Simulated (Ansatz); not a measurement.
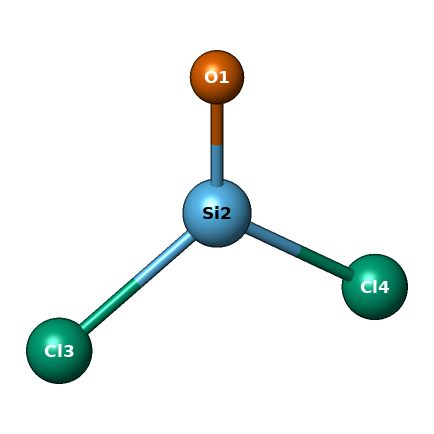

Numbered structure. The geometry was computed by an optimisation with PBE-D4/def2-SVP. No frequency run is at hand to confirm it as a minimum.

Which atoms are bonded, and how long are the bonds?

```
   bond  length (Å)
 O1–Si2       1.541
Si2–Cl3       2.043
Si2–Cl4       2.043
```
